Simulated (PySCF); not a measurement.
SMILES F[C](F)(F)[Ge]([F])([F])[F] (CF₆Ge) at its PBE0/def2-SVP optimised geometry (Å):

```
8

F     -1.8811     0.5615    -0.0519
C     -0.5549     0.5896     0.0000
F     -0.1845     1.2255     1.1053
F     -0.1011     1.2625    -1.0505
Ge     0.1715    -1.2625     0.0000
F     -0.3432    -2.1318     1.3788
F     -0.3463    -2.1340    -1.3763
F      1.8811    -1.2625     0.0000
```

Method: PBE0/def2-TZVP in PySCF 2.14.0. Cells within 0.4 Å of a nucleus heavier than hydrogen are left out (blank, or x).

Map of the deformation density (molecule minus spherical neutral atoms) (e/bohr³) on the plane z = 1.0 Å:

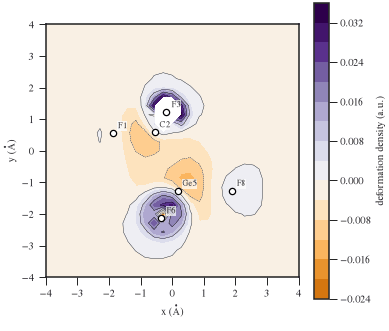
Figure: Deformation density (molecule minus spherical neutral atoms) (e/bohr³) on the plane z = 1.0 Å.
